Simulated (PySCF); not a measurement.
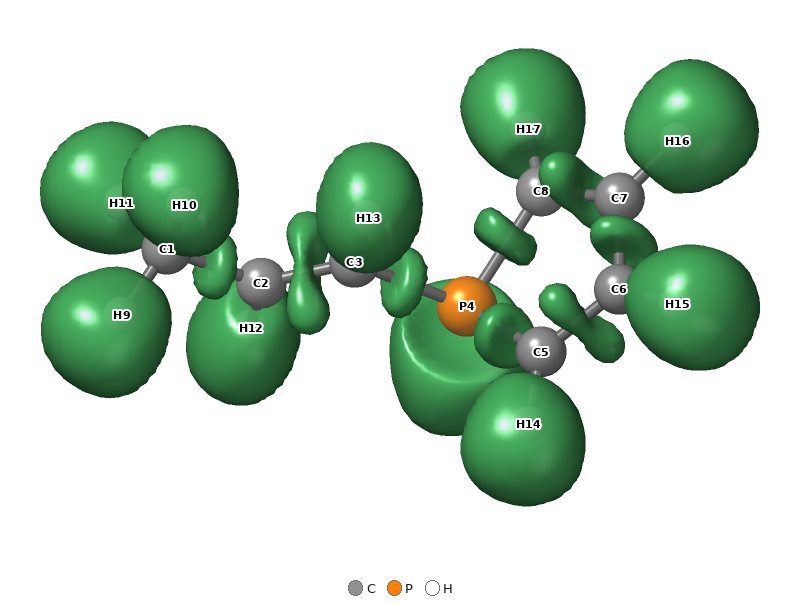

*C7H9P (SMILES C/C=C/p1cccc1). Isosurface of the electron localisation function at 0.85 (green), seen at a tilt. Core shells and regions of very low density are left out.*

Geometry: GFN2-xTB.

Level of theory: wB97X-D/def2-SVPD, SCF density, gas phase in PySCF 2.14.0.

Input file:

```
{"job": {"kind": "uv", "xc": "wB97X-D", "basis": "def2-SVPD", "nstates": 8, "ntriplets": 3}, "charge": 0, "multiplicity": 1}
C      3.246021     0.100947     0.354567
C      2.004415    -0.402162    -0.298430
C      0.775448    -0.066212     0.067553
P     -0.703457    -0.719473    -0.777828
C     -1.656674     0.806289    -0.946878
C     -2.702248     0.824704    -0.101135
C     -2.733918    -0.288071     0.812386
C     -1.711743    -1.148717     0.659249
H      3.864786     0.623854    -0.374157
H      3.014666     0.779499     1.172007
H      3.828907    -0.734287     0.741953
H      2.150736    -1.087024    -1.124050
H      0.593028     0.615681     0.889671
H     -1.457375     1.539077    -1.710541
H     -3.451975     1.600789    -0.073438
H     -3.508565    -0.385977     1.557720
H     -1.559051    -2.046888     1.233906
```

Run with:

```sh
OMP_NUM_THREADS=1 python probes_run.py task.json out
```

Q: What do the ELF domains correspond to?

A: The surface consists of five regions between bonded C–C atoms (shared pairs), three regions between bonded C–P atoms (shared pairs), nine regions around hydrogen nuclei and one lobe on P, pointing away from the bonds (lone pairs).

Values along the shortest contacts:
C–C (1.33 Å): the ELF peaks at about 0.95 between the atoms: a multiple bond. C–P (1.81 Å): the ELF peaks at about 0.95 between the atoms, as expected for a shared electron pair.
